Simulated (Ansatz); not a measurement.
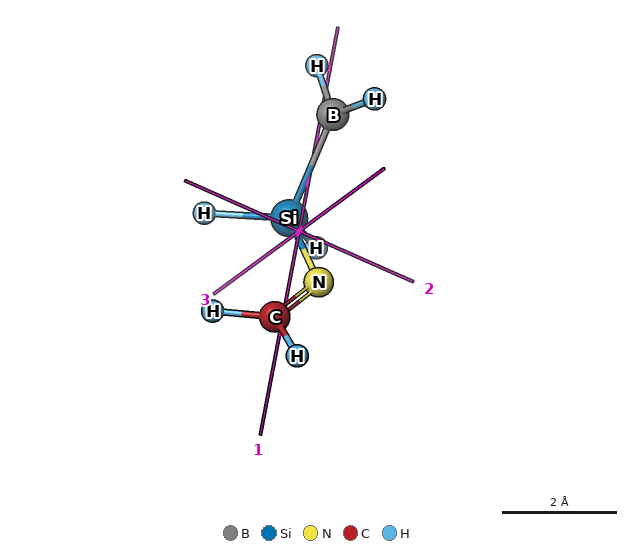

The three principal axes of inertia are drawn and numbered. Atoms fade into the background with distance from the viewer. The computed structure is the end point of a PBE0-D4/def2-TZVP optimisation. Masses are those of the most abundant isotopes; constants are for the rigid equilibrium geometry.

> Which line is the a axis (least moment of inertia), which b and which c?

a is line 1, b is line 3, c is line 2; the moments are 32.6, 152, 168 u Å².

> Classify the rotor and give the rotational constants (MHz).

An asymmetric top (C1): A = 15498, B = 3323, C = 3007 MHz. Ray's parameter κ is −0.95, close to the prolate limit.
